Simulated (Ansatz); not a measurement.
ClIn···CH₄

Input

```
crystal:
  periodic: [false, false, false]
  atoms:
    - { symbol: In, position_ang: [-1.484564, 0.155201, 1.544517] }
    - { symbol: H, position_ang: [-0.209657, -0.432214, 0.396789] }
    - { symbol: C, position_ang: [0.583433, -0.483848, -0.43448] }
    - { symbol: H, position_ang: [0.684703, 0.424418, -1.035591] }
    - { symbol: Cl, position_ang: [-1.40919, 2.380496, 0.53485] }
    - { symbol: H, position_ang: [0.300439, -1.332577, -1.072718] }
    - { symbol: H, position_ang: [1.534936, -0.711475, 0.066633] }
basis:
  gaussian: { orbitals: def2-SVP }
hamiltonian:
  xc: pbe0
relax:
  f_tol: 0.03
  max_steps: 50
output:
  orbitals: {}
```

Launched as:

```sh
ansatz run input.yaml --threads 2 --pin off --max-ram 3072MiB --backend cpu --events-out ev --progress --plain --runs-dir out
```

The fields are those of the relaxed geometry.

Core potentials replace the inner electrons of In.

The calculation used RKS PBE0/def2-SVP in Ansatz 0.2.0.

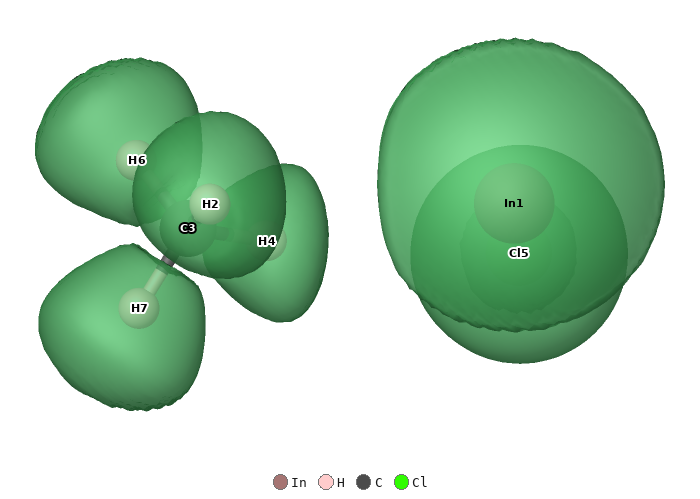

Figure 1. Isosurface of the ELF at 0.75 (green), seen from one side. Core shells and regions of very low density are left out.

Where are the electrons localised?

The surface consists of four regions around hydrogen nuclei, one lobe on In, pointing away from the bonds (lone pairs) and one region wrapped around Cl (its valence shell).


In1···H4 (3.44 Å): the ELF dips to about 0 between them (a non-bonded, intermolecular contact). In–Cl (2.44 Å): the ELF peaks at about 0.85 in the valence shell of Cl, 0.8 Å from its nucleus, and drops to about 0.15 between the two atoms.

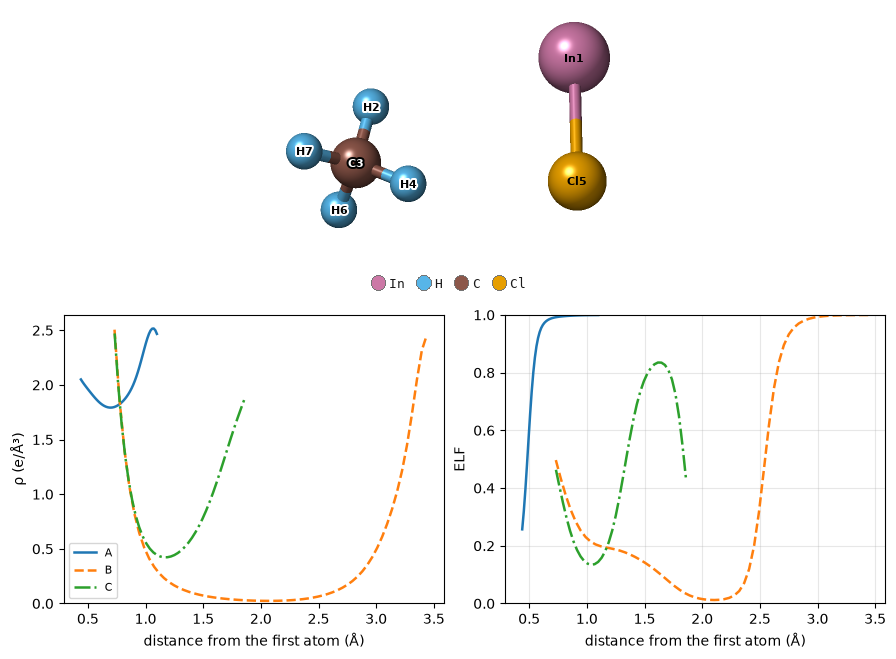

Figure 2. Electron density and electron localisation function along straight lines between neighbouring atoms. The curves leave out the atomic cores. The structure is drawn too.

Which curve belongs to which contact (C–H, In–Cl and In–H)? The first atom named is at distance zero.

Curve A: C–H (1.10 Å): the density is about 1.9 e/Å³ at the midpoint; the ELF climbs to about 1 towards the hydrogen, as it does in any bond to H (an ordinary covalent bond to hydrogen). Curve B: In1···H4 (3.44 Å): the density falls to about 0.02 e/Å³ on the way; the ELF dips to about 0 between them; a weak contact between the two molecules. Curve C: In–Cl (2.44 Å): ρ is about 0.43 e/Å³ halfway; the ELF peaks at about 0.85 in the valence shell of Cl, 0.8 Å from its nucleus, and drops to about 0.15 between the two atoms.

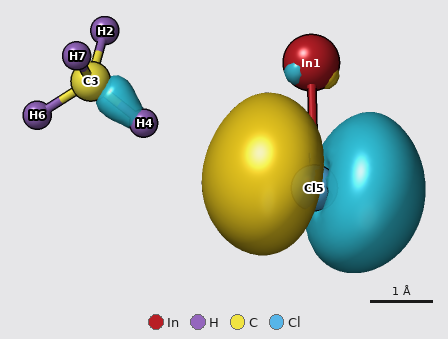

Figure 3. The HOMO−1 at ±0.1 Å⁻³ᐟ² (yellow and cyan are the two phases), seen at a tilt.

Where does this orbital lie, and at what energy?

By Hirshfeld shares it lies mainly on Cl5 (about 90 %); largely a lone pair of Cl5. Its energy is −8.01 eV.
